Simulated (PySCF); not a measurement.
C₅H₇ClN₂Si

Input

```
{"job": {"kind": "nmr", "xc": "PBE0", "basis": "pcSseg-1"}, "charge": 0, "multiplicity": 1}
C     -3.228197    -0.563519    -0.231893
C     -2.118849    -0.673974     0.487937
C     -0.817139    -0.197167     0.077621
C     -0.444080     0.482763    -1.111976
C      0.899747     0.683142    -0.958870
Cl     2.047243     1.435265    -1.965174
N      1.295180     0.162025     0.227893
Si     2.912826     0.122752     0.925824
N      0.239684    -0.373443     0.854975
H     -4.170892    -0.939442     0.126188
H     -3.237394    -0.095218    -1.201491
H     -2.127049    -1.147495     1.459630
H     -1.060027     0.773319    -1.935779
H      2.700357    -0.560330     2.190087
H      3.344855     1.513055     1.059358
H      3.756137    -0.612788    -0.015741
```

Launched as:

```sh
OMP_NUM_THREADS=1 python probes_run.py task.json out
```

Geometry: GFN2-xTB.

Method: PySCF 2.14.0, PBE0/pcSseg-1, SCF density, gas phase, non-relativistic.

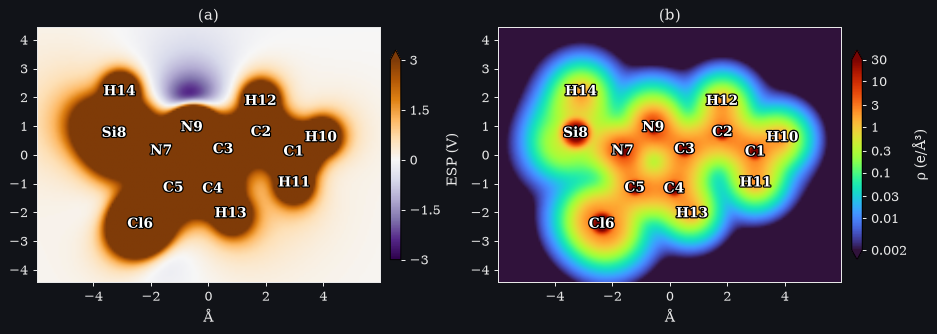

Figure 1. (a) molecular electrostatic potential; (b) electron density on the plane of atoms C3, C4 and C5.

### What do the fields say about this system?

- The plane passes through C, Cl, N, Si and H nuclei.
- C–N (1.32 Å): the density is about 2.5 e/Å³ at the midpoint.
- C–C (1.33 Å): ρ is about 2.3 e/Å³ halfway.
- N–N (1.34 Å): ρ at the midpoint is about 2.5 e/Å³.
- C–Cl (1.70 Å): the density is about 1.5 e/Å³ at the midpoint.
- Si–N (1.76 Å): ρ at the midpoint is about 1 e/Å³.
- Outside the dense part of the molecule the potential is most negative (−2.4 V) near N9.

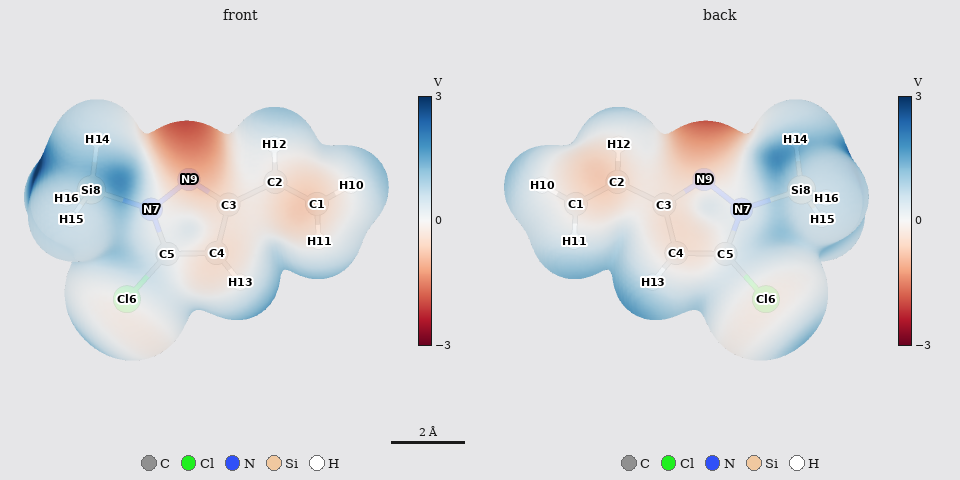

Figure 2. The molecular electrostatic potential painted on the density surface at 0.004 e/bohr³, seen from the front and from behind; red is negative and blue positive.

### Which sites attract a positive test charge, and which a negative one?

A positive charge is drawn to the negative regions and a negative charge to the positive ones. The most negative region (about −1.9 V, or −44 kcal/mol for a unit charge) lies over N9, the most positive (about +2.9 V, or +67 kcal/mol for a unit charge) over Si8. Cl6 shows a σ-hole: about +1.3 V, or +30 kcal/mol for a unit charge at the tip opposite its bond, against about +0.2 V on its flanks. N9 is the likeliest acceptor of a hydrogen bond.

### How polar is the molecule by this calculation?

Its dipole moment is 0.99 D.
